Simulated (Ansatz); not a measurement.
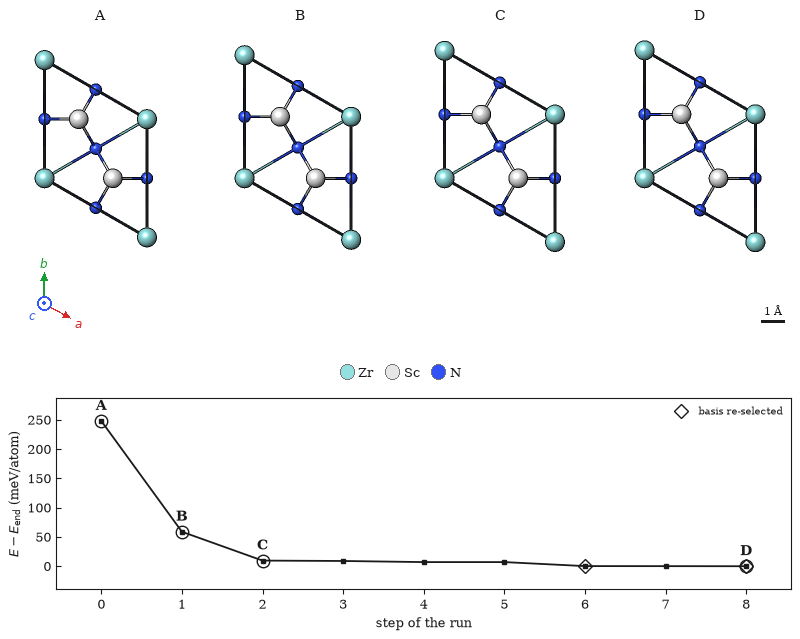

Frames of a relaxation of a crystal of ZrSc2N3 (built on the ScCo3B2 type), marked on the history of the run. The picture is a ball-and-stick view of the cell of the calculation, seen along the c axis.

Case: ScCo3B2 type (P6/mmm, No. 191).

Method: Ansatz, DFT PBE, scalar-relativistic, plane waves, PAW. (plane-wave cutoff 420 eV; k-point mesh 12 × 12 × 12; occupations gaussian; smearing width 0.1 eV; no spin polarisation; cell and atoms relaxed; force threshold 0.01 eV/Å; at most 80 steps)

Q: Describe the path.

A: The atoms keep their places relative to the cell (all moves are under 0.005 Å). The volume changes by +6.7 %, with a = b 5.212 → 5.641 Å (+8.2 %), c 3.174 → 2.892 Å (−8.9 %). Among the contacts that change: Zr–Zr 3.174 → 2.892 Å, Sc–Sc 3.174 → 2.892 Å, Sc–Sc 3.009 → 3.257 Å, Sc–Zr 3.009 → 3.257 Å. Among the angles between lasting bonds that change: Sc–N–Sc 93.0° → 83.2°, N–Sc–N 93.0° → 83.2°, Sc–N–Sc 87.0° → 96.8°. The space group stays P6/mmm (No. 191). Over 6 accepted moves (8 points after the start) the energy falls by 248 meV per atom. All forces vanish by symmetry, so only the cell relaxes. The pressure goes from 3.90 to 0.04 GPa. At 2 points the geometry stayed and the basis and grid were re-selected for the new cell (energy shift of 6.8 meV per atom at most each time). From step 0 to 1: volume +3.0 %, energy −189 meV per atom. From step 1 to 2: volume +1.7 %, energy −49.3 meV per atom. From step 2 to 8: volume +1.9 %, energy −9.6 meV per atom.

```json
{"step": "0", "E − E(0), meV/atom": "0.00", "pressure, GPa": "3.90", "volume, Å³/atom": "12.445", "note": ""}
{"step": "1", "E − E(0), meV/atom": "-189.19", "pressure, GPa": "1.98", "volume, Å³/atom": "12.814", "note": ""}
{"step": "2", "E − E(0), meV/atom": "-238.46", "pressure, GPa": "2.76", "volume, Å³/atom": "13.035", "note": ""}
{"step": "3", "E − E(0), meV/atom": "-239.15", "pressure, GPa": "-2.30", "volume, Å³/atom": "13.412", "note": ""}
{"step": "4", "E − E(0), meV/atom": "-241.04", "pressure, GPa": "-0.01", "volume, Å³/atom": "13.217", "note": ""}
{"step": "5", "E − E(0), meV/atom": "-241.04", "pressure, GPa": "0.00", "volume, Å³/atom": "13.216", "note": ""}
{"step": "6", "E − E(0), meV/atom": "-247.87", "pressure, GPa": "0.59", "volume, Å³/atom": "13.216", "note": "same geometry, new basis"}
{"step": "7", "E − E(0), meV/atom": "-247.97", "pressure, GPa": "0.03", "volume, Å³/atom": "13.281", "note": ""}
{"step": "8", "E − E(0), meV/atom": "-248.11", "pressure, GPa": "0.04", "volume, Å³/atom": "13.281", "note": "same geometry, new basis"}
```
